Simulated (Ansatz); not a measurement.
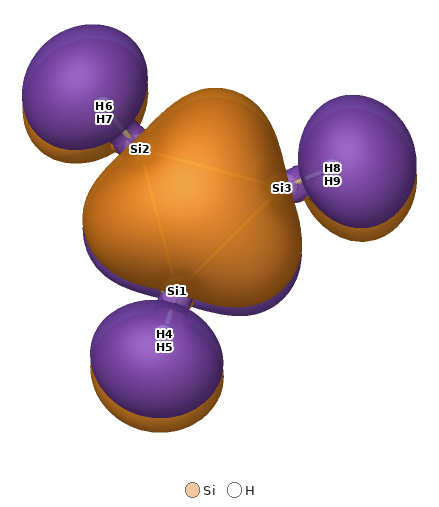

The picture shows: H$_{6}$Si$_{3}$ (SMILES [SiH2]1[SiH2][SiH2]1). One frontier orbital at ±0.05 Å⁻³ᐟ² (orange and purple are the two phases), seen across its widest extent.

Geometry: BLYP-D3(BJ)/def2-SVP.

Method: isolated molecule in a Gaussian basis; Kohn-Sham density functional theory, functional PBE0 in Ansatz 0.2.0.

```xyz
9

Si   -0.2405   -1.6015    3.6170
Si   -1.0721    0.0826    2.1868
Si    0.4353   -1.5333    1.3561
H     0.7513   -1.2187    4.6726
H    -1.1675   -2.6928    4.0579
H    -0.5881    1.4879    2.3754
H    -2.5050    0.0138    1.7548
H     1.8378   -1.1124    1.0389
H    -0.0830   -2.5821    0.4202
```

Which orbital is it: HOMO or LUMO?

Answer. The LUMO, at −1.22 eV. By Hirshfeld shares it lies mainly on Si1 (about 25 %), Si2 (about 25 %) and Si3 (about 25 %).
